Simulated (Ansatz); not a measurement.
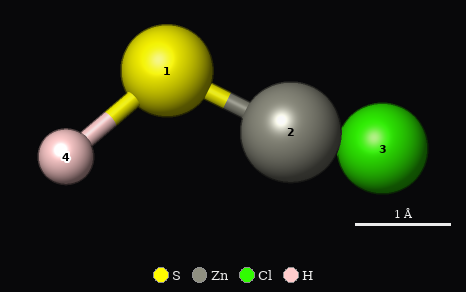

Figure 1. The starting structure (ball-and-stick view, seen at a tilt; atoms are numbered from 1 in the order of the input). Sticks mark near contacts. Bond lengths as drawn: Cl–Zn 1.00 Å, H–S 1.46 Å and S–Zn 1.45 Å.

Geometry relaxation, with input and output: ZnHSCl

ZnHSCl, SMILES [SH][Zn][Cl], computed with RKS PBE-D4/def2-SVP (Ansatz 0.2.0).

The geometry: force-field start. Figures and captions count atoms from 1; the log counts them from 0 in places.

## Output
```
Functional definition: PBE
  name "PBE"
  cite "Perdew, Burke & Ernzerhof, Phys. Rev. Lett. 77, 3865 (1996) doi:10.1103/PhysRevLett.77.3865"
  parent pbe
  parameter kappa = 0.804
  parameter beta = 0.06672455060314922
  exchange = pbe_x(kappa = kappa, mu = beta*pi^2/3)
  correlation = pbe_c(beta = beta)
816 factors; their error is unknown
mean field evaluation 1: about -71662.6580 eV, gradient 5.5e1 eV
mean field evaluation 2: about -71658.0921 eV, gradient 8.2e1 eV
mean field evaluation 4: about -71666.7178 eV, gradient 2.3e0 eV
mean field evaluation 8: about -71666.7305 eV, gradient 9.1e-2 eV
mean field evaluation 16: about -71666.6766 eV, gradient 5.2e-5 eV
mean field -71666.67663308 eV, -2633.7017888474 hartree, gradient 5.2e-5 eV, S^2 0.000000; 0 other end points of the search recorded, 0 dependent functions left out
the calculation of the forces begins
reference -71666.67668299 eV, -2633.7017906816 hartree; 32, 32 occupied and 40, 40 virtual orbitals, 816 factors
relax step   1: F+E_penalty+E_count = -71666.78697172 eV  Δ(F+E_penalty+E_count) = +0.000e0 eV  max|allowed force component| = 3.448e2 eV/Å  Δτ_max = 0.0000 Å  (24 SCF iters, accepted)
these checks for a lower state are left out or cut short: starts, cluster_reference, orbital_swaps, neighbouring_geometries, increment
816 factors; their error is unknown
mean field -71728.92473271 eV, -2635.9893643156 hartree, gradient 2.6e-5 eV, S^2 0.000000; 0 other end points of the search recorded, 0 dependent functions left out
the calculation of the forces begins
reference -71728.92476195 eV, -2635.9893653903 hartree; 32, 32 occupied and 40, 40 virtual orbitals, 816 factors
relax step   2: F+E_penalty+E_count = -71729.03284122 eV  Δ(F+E_penalty+E_count) = -6.225e1 eV  max|allowed force component| = 9.285e1 eV/Å  Δτ_max = 0.1949 Å  (31 SCF iters, accepted)
these checks for a lower state are left out or cut short: starts, cluster_reference, orbital_swaps, neighbouring_geometries, increment
816 factors; their error is unknown
mean field -71750.05076854 eV, -2636.7657318127 hartree, gradient 2.5e-5 eV, S^2 0.000000; 0 other end points of the search recorded, 0 dependent functions left out
the calculation of the forces begins
reference -71750.05080479 eV, -2636.7657331447 hartree; 32, 32 occupied and 40, 40 virtual orbitals, 816 factors
relax step   3: F+E_penalty+E_count = -71750.15488355 eV  Δ(F+E_penalty+E_count) = -2.112e1 eV  max|allowed force component| = 4.904e1 eV/Å  Δτ_max = 0.1921 Å  (30 SCF iters, accepted)
these checks for a lower state are left out or cut short: starts, cluster_reference, orbital_swaps, neighbouring_geometries, increment
816 factors; their error is unknown
mean field evaluation 32: about -71760.5815 eV, gradient 1.2e0 eV
mean field -71760.53724162 eV, -2637.1511025904 hartree, gradient 2.8e-5 eV, S^2 0.000000; 0 other end points of the search recorded, 0 dependent functions left out
the calculation of the forces begins
reference -71760.53728300 eV, -2637.1511041109 hartree; 32, 32 occupied and 40, 40 virtual orbitals, 816 factors
relax step   4: F+E_penalty+E_count = -71760.63606482 eV  Δ(F+E_penalty+E_count) = -1.048e1 eV  max|allowed force component| = 1.757e1 eV/Å  Δτ_max = 0.1969 Å  (29 SCF iters, accepted)
these checks for a lower state are left out or cut short: starts, cluster_reference, orbital_swaps, neighbouring_geometries, increment
816 factors; their error is unknown
mean field -71763.67298469 eV, -2637.2663390226 hartree, gradient 4.2e-5 eV, S^2 0.000000; 0 other end points of the search recorded, 0 dependent functions left out
the calculation of the forces begins
reference -71763.67302464 eV, -2637.2663404910 hartree; 32, 32 occupied and 40, 40 virtual orbitals, 816 factors
relax step   5: F+E_penalty+E_count = -71763.76692224 eV  Δ(F+E_penalty+E_count) = -3.131e0 eV  max|allowed force component| = 4.423e0 eV/Å  Δτ_max = 0.1902 Å  (29 SCF iters, accepted)
these checks for a lower state are left out or cut short: starts, cluster_reference, orbital_swaps, neighbouring_geometries, increment
816 factors; their error is unknown
mean field -71764.28108833 eV, -2637.2886864194 hartree, gradient 1.2e-5 eV, S^2 0.000000; 0 other end points of the search recorded, 0 dependent functions left out
the calculation of the forces begins
reference -71764.28112721 eV, -2637.2886878483 hartree; 32, 32 occupied and 40, 40 virtual orbitals, 816 factors
relax step   6: F+E_penalty+E_count = -71764.36953376 eV  Δ(F+E_penalty+E_count) = -6.026e-1 eV  max|allowed force component| = 7.149e-1 eV/Å  Δτ_max = 0.1919 Å  (27 SCF iters, accepted)
these checks for a lower state are left out or cut short: starts, cluster_reference, orbital_swaps, neighbouring_geometries, increment
816 factors; their error is unknown
mean field -71764.50708875 eV, -2637.2969917814 hartree, gradient 2.5e-5 eV, S^2 0.000000; 0 other end points of the search recorded, 0 dependent functions left out
the calculation of the forces begins
reference -71764.50712836 eV, -2637.2969932371 hartree; 32, 32 occupied and 40, 40 virtual orbitals, 816 factors
relax step   7: F+E_penalty+E_count = -71764.59213445 eV  Δ(F+E_penalty+E_count) = -2.226e-1 eV  max|allowed force component| = 6.062e-1 eV/Å  Δτ_max = 0.1969 Å  (27 SCF iters, accepted)
these checks for a lower state are left out or cut short: starts, cluster_reference, orbital_swaps, neighbouring_geometries, increment
816 factors; their error is unknown
mean field -71764.65479813 eV, -2637.3024200012 hartree, gradient 3.2e-5 eV, S^2 0.000000; 0 other end points of the search recorded, 0 dependent functions left out
the calculation of the forces begins
reference -71764.65483817 eV, -2637.3024214726 hartree; 32, 32 occupied and 40, 40 virtual orbitals, 816 factors
relax step   8: F+E_penalty+E_count = -71764.73783232 eV  Δ(F+E_penalty+E_count) = -1.457e-1 eV  max|allowed force component| = 8.161e-1 eV/Å  Δτ_max = 0.2000 Å  (29 SCF iters, accepted)
these checks for a lower state are left out or cut short: starts, cluster_reference, orbital_swaps, neighbouring_geometries, increment
816 factors; their error is unknown
mean field evaluation 64: about -71764.8037 eV, gradient 2.4e-1 eV
mean field -71764.75359515 eV, -2637.3060507247 hartree, gradient 2.8e-5 eV, S^2 0.000000; 0 other end points of the search recorded, 0 dependent functions left out
the calculation of the forces begins
reference -71764.75363503 eV, -2637.3060521904 hartree; 32, 32 occupied and 40, 40 virtual orbitals, 816 factors
relax step   9: F+E_penalty+E_count = -71764.83535584 eV  Δ(F+E_penalty+E_count) = -9.752e-2 eV  max|allowed force component| = 2.884e-1 eV/Å  Δτ_max = 0.2000 Å  (29 SCF iters, accepted)
these checks for a lower state are left out or cut short: starts, cluster_reference, orbital_swaps, neighbouring_geometries, increment
816 factors; their error is unknown
mean field -71764.78579732 eV, -2637.3072341326 hartree, gradient 1.1e-5 eV, S^2 0.000000; 0 other end points of the search recorded, 0 dependent functions left out
the calculation of the forces begins
reference -71764.78583676 eV, -2637.3072355820 hartree; 32, 32 occupied and 40, 40 virtual orbitals, 816 factors
relax step  10: F+E_penalty+E_count = -71764.86787511 eV  Δ(F+E_penalty+E_count) = -3.252e-2 eV  max|allowed force component| = 8.781e-2 eV/Å  Δτ_max = 0.1498 Å  (28 SCF iters, accepted)
these checks for a lower state are left out or cut short: starts, cluster_reference, orbital_swaps, neighbouring_geometries, increment
816 factors; their error is unknown
mean field -71764.78773009 eV, -2637.3073051606 hartree, gradient 2.4e-5 eV, S^2 0.000000; 0 other end points of the search recorded, 0 dependent functions left out
the calculation of the forces begins
reference -71764.78776936 eV, -2637.3073066038 hartree; 32, 32 occupied and 40, 40 virtual orbitals, 816 factors
relax step  11: F+E_penalty+E_count = -71764.86982208 eV  Δ(F+E_penalty+E_count) = -1.947e-3 eV  max|allowed force component| = 5.903e-2 eV/Å  Δτ_max = 0.0350 Å  (24 SCF iters, accepted)
these checks for a lower state are left out or cut short: starts, cluster_reference, orbital_swaps, neighbouring_geometries, increment
816 factors; their error is unknown
mean field -71764.78800022 eV, -2637.3073150877 hartree, gradient 2.5e-5 eV, S^2 0.000000; 0 other end points of the search recorded, 0 dependent functions left out
the calculation of the forces begins
reference -71764.78803945 eV, -2637.3073165293 hartree; 32, 32 occupied and 40, 40 virtual orbitals, 816 factors
relax step  12: F+E_penalty+E_count = -71764.87011208 eV  Δ(F+E_penalty+E_count) = -2.900e-4 eV  max|allowed force component| = 1.162e-2 eV/Å  Δτ_max = 0.0145 Å  (25 SCF iters, accepted)
816 factors; their error is unknown
mean field evaluation 96: about -71764.7880 eV, gradient 5.4e-2 eV
```

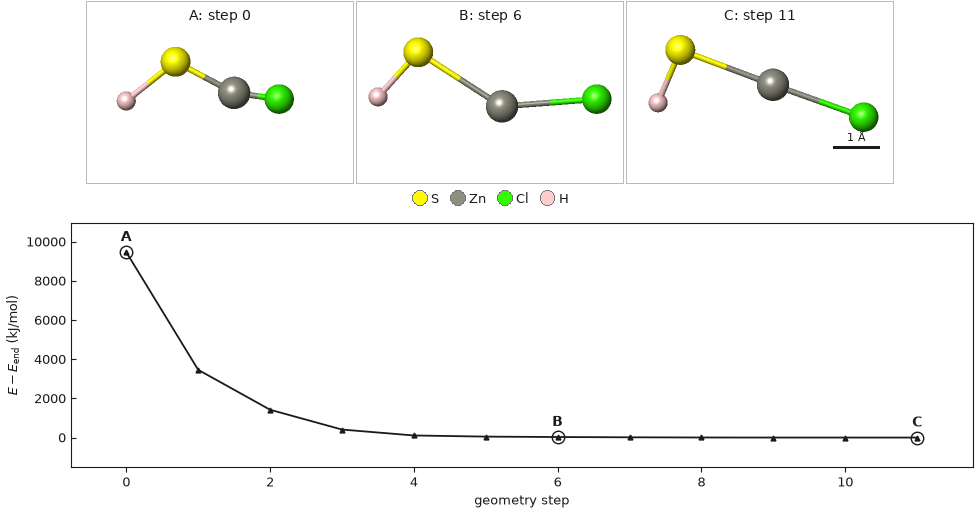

Figure 2. Frames of the relaxation (ball-and-stick view, seen at a tilt) above the curves, on which the letters mark them (the first geometry is step 0 here and step 1 in the log).

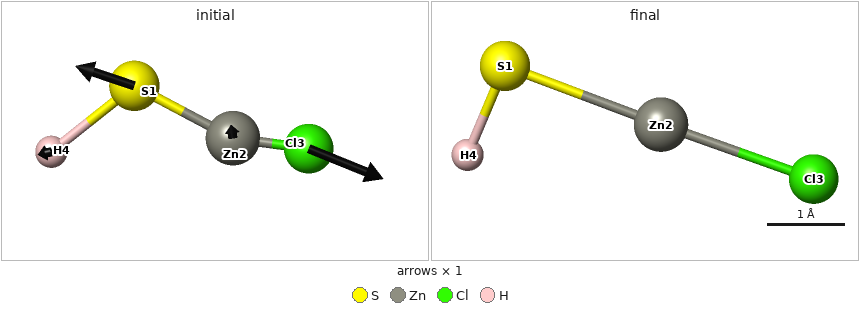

Figure 3. Before (left) and after (right) the relaxation, at one scale (ball-and-stick view, seen at a tilt). The black arrows give the displacements, at true length. The largest move after the best rigid fit is that of Cl3, 1.05 Å. By element the largest moves are Cl 1.05 Å, S 0.82 Å, H 0.19 Å, Zn 0.18 Å. Among the contacts that change: Zn2–Cl3 0.997 → 2.113 Å, S1–Zn2 1.454 → 2.173 Å, S1–H4 1.457 → 1.365 Å. Among the angles that change: Zn2–S1–H4 111.8° → 91.6°, S1–Zn2–Cl3 159.9° → 179.0°. The energy falls by 9463.6 kJ/mol in 11 geometry steps. The largest force component goes from 340 to 0.012 eV/Å. (Atoms are counted from 1 in the order of the input.)

```
mean field -71764.78800022 eV, -2637.3073150877 hartree, gradient 2.5e-5 eV, S^2 0.000000; 1 other end points of the search recorded, 0 dependent functions left out
the calculation of the forces begins
reference -71764.78803945 eV, -2637.3073165293 hartree; 32, 32 occupied and 40, 40 virtual orbitals, 816 factors
Total energy: -71764.87015131 eV, -2637.3103340844 hartree
Atom 0 at    -0.529943     1.248072    -0.896881 Å, force    -0.001800    -0.011622    -0.002861 eV/Å
Atom 1 at    -0.030061    -0.671002    -0.009209 Å, force    -0.005851    -0.003349    -0.005223 eV/Å
Atom 2 at     0.433991    -2.554128     0.829215 Å, force     0.001301     0.006135    -0.000137 eV/Å
Atom 3 at     0.181513     1.916658     0.056575 Å, force     0.006349     0.008836     0.008222 eV/Å
Dipole moment:     0.057618     0.246523     0.057971 e Å
```

## Trajectory as extended XYZ (Å, eV, eV/Å), 12 frames, from step=1 to step=12
```
4
Properties=species:S:1:pos:R:3:forces:R:3 step=1 energy=-71666.78697
S    -0.3957    0.5072   -0.5604  -20.6112  54.2080 -28.0344
Zn    0.1152   -0.6764    0.1131   -5.4591 291.2625 -81.9314
Cl    0.1864   -1.6235    0.4172   27.0184 -344.8202 111.1493
H     0.1496    1.7323    0.0098   -0.9482  -0.6503  -1.1835
4
Properties=species:S:1:pos:R:3:forces:R:3 step=2 energy=-71729.03284
S    -0.4133    0.5594   -0.5859  -25.8497  59.4148 -33.1401
Zn    0.1154   -0.5449    0.0779   19.4237  33.7527   4.4151
Cl    0.2046   -1.8074    0.4790    7.2849 -92.8501  29.7986
H     0.1488    1.7325    0.0088   -0.8589  -0.3174  -1.0736
4
Properties=species:S:1:pos:R:3:forces:R:3 step=3 energy=-71750.15488
S    -0.4761    0.7205   -0.6697   -9.4170  21.4304 -12.0053
Zn    0.1635   -0.5592    0.1131    6.8781  27.3672  -2.7078
Cl    0.2229   -1.9655    0.5329    2.8093 -49.0425  15.0740
H     0.1452    1.7439    0.0034   -0.2703   0.2449  -0.3610
4
Properties=species:S:1:pos:R:3:forces:R:3 step=4 energy=-71760.63606
S    -0.5544    0.8585   -0.7485   -3.4206   6.7714  -4.1210
Zn    0.2864   -0.5164    0.1678    3.6680  10.0511  -0.6471
Cl    0.1919   -2.1565    0.5695   -0.2856 -17.5655   4.7439
H     0.1316    1.7540   -0.0091    0.0383   0.7431   0.0242
4
Properties=species:S:1:pos:R:3:forces:R:3 step=5 energy=-71763.76692
S    -0.6246    0.9474   -0.7999   -0.6720   1.7107  -0.9862
Zn    0.4561   -0.4598    0.2290    0.7990   1.8538  -0.2782
Cl    0.1201   -2.3321    0.5826   -0.1375  -4.4235   1.2141
H     0.1039    1.7841   -0.0319    0.0104   0.8589   0.0503
4
Properties=species:S:1:pos:R:3:forces:R:3 step=6 energy=-71764.36953
S    -0.6287    1.0264   -0.8127    0.4553   0.3854   0.1670
Zn    0.5106   -0.4972    0.2357   -0.7149  -0.1847  -0.4291
Cl    0.1058   -2.5189    0.6241    0.3813  -0.5919   0.3694
H     0.0679    1.9293   -0.0674   -0.1218   0.3912  -0.1073
4
Properties=species:S:1:pos:R:3:forces:R:3 step=7 energy=-71764.59213
S    -0.5642    1.0732   -0.7844    0.5039   0.5639   0.3262
Zn    0.4227   -0.6208    0.1929   -0.6062   0.4982  -0.3610
Cl    0.1580   -2.6336    0.6738    0.2842  -0.5716   0.2795
H     0.0390    2.1208   -0.1026   -0.1818  -0.4905  -0.2447
4
Properties=species:S:1:pos:R:3:forces:R:3 step=8 energy=-71764.73783
S    -0.5221    1.1236   -0.8030    0.1638   0.8161   0.0632
Zn    0.2334   -0.6612    0.1423   -0.2013   0.1114  -0.0171
Cl    0.2689   -2.6759    0.7228    0.1897  -0.2483   0.1545
H     0.0753    2.1530   -0.0824   -0.1522  -0.6791  -0.2006
4
Properties=species:S:1:pos:R:3:forces:R:3 step=9 energy=-71764.83536
S    -0.5017    1.1952   -0.8499   -0.1882   0.1339  -0.2884
Zn    0.0433   -0.6788    0.0829    0.0428  -0.0998   0.0931
Cl    0.3844   -2.6513    0.7745    0.0210   0.0957   0.0088
H     0.1295    2.0745   -0.0278    0.1244  -0.1298   0.1865
4
Properties=species:S:1:pos:R:3:forces:R:3 step=10 energy=-71764.86787
S    -0.5205    1.2373   -0.8867   -0.0621   0.0388  -0.0878
Zn   -0.0302   -0.6820   -0.0004    0.0192   0.0757   0.0104
Cl    0.4315   -2.5668    0.8227    0.0117  -0.0643   0.0276
H     0.1746    1.9511    0.0441    0.0312  -0.0502   0.0498
4
Properties=species:S:1:pos:R:3:forces:R:3 step=11 energy=-71764.86982
S    -0.5300    1.2493   -0.8932    0.0015  -0.0079  -0.0054
Zn   -0.0326   -0.6791   -0.0210   -0.0040   0.0590   0.0060
Cl    0.4352   -2.5510    0.8352    0.0051  -0.0258   0.0012
H     0.1830    1.9204    0.0587   -0.0027  -0.0254  -0.0018
4
Properties=species:S:1:pos:R:3:forces:R:3 step=12 energy=-71764.87011
S    -0.5299    1.2481   -0.8969   -0.0018  -0.0116  -0.0029
Zn   -0.0301   -0.6710   -0.0092   -0.0059  -0.0033  -0.0052
Cl    0.4340   -2.5541    0.8292    0.0013   0.0061  -0.0001
H     0.1815    1.9167    0.0566    0.0063   0.0088   0.0082
```

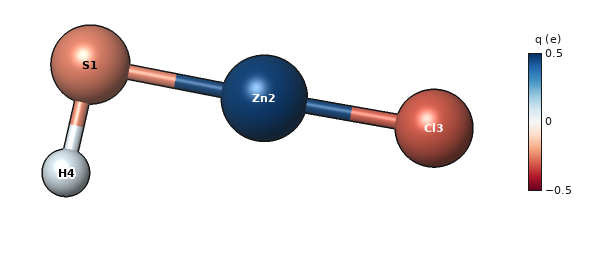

Figure 4. Mulliken charges, as the colour of each atom (ball-and-stick view, seen on its broad side; atoms are numbered from 1 in the order of the input). By element: S −0.25, Zn +0.47, Cl −0.30 and H +0.08 e.

This output came from the following input.

## The input
```yaml
crystal:
  periodic: [false, false, false]
  atoms:
    - {symbol: S, position_ang: [-0.395700, 0.507200, -0.560400]}
    - {symbol: Zn, position_ang: [0.115200, -0.676400, 0.113100]}
    - {symbol: Cl, position_ang: [0.186400, -1.623500, 0.417200]}
    - {symbol: H, position_ang: [0.149600, 1.732300, 0.009800]}
basis:
  gaussian: {orbitals: def2-SVP}
hamiltonian: {xc: pbe, dispersion: d4}
relax: {f_tol: 0.03, max_steps: 200}
```

Launched with:
```bash
ansatz run in.yaml --threads 4 --pin off --events-out ev --progress --plain --max-ram 10444MiB
```

## Results in brief

```tsv
quantity	value
outcome	converged
total energy	−71764.8702 eV
mean-field energy	−71764.7880 eV
dispersion energy	−0.0821 eV
SCF solution under orbital rotations	stable
largest force (length of the vector) at the end	0.014 eV/Å
dipole moment	1.25 D
hardware	4 threads of Arm Neoverse V2, 23 GiB of memory available, shared host
wall time	6.5 s (CPU time 22 s)
peak memory	0.15 GiB
```
